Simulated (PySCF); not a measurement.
System: NiF (doublet).

```xyz
2

Ni    0.0000    0.0000   -0.4383
F     0.0000    0.0000    1.3367
```

The calculation used PBE0/def2-TZVPPD, non-relativistic Hamiltonian with scalar-relativistic core potentials where named, at a bond length of 1.775 Å (PySCF).

**Predict the electron density, electron localisation function and spin density between the atoms.**

Ni–F (1.77 Å): ρ is about 0.8 e/Å³ halfway; the ELF peaks at about 0.85 in the valence shell of F, 0.5 Å from its nucleus, and is about 0.15 at the midpoint.
The unpaired spin (1 electron) lies mostly on Ni1 (about 1.0), in electrons by Hirshfeld's partition.

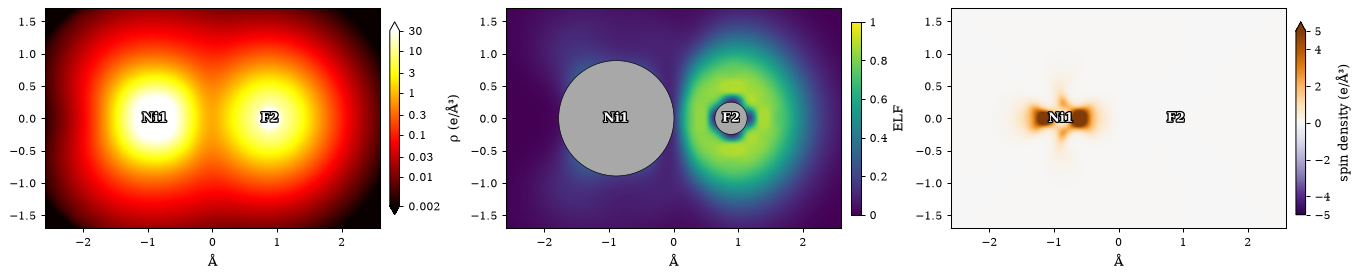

Computed electron density, electron localisation function and spin density on a plane that holds the molecular axis, in this order. Grey discs cover the atomic cores in the ELF map. 
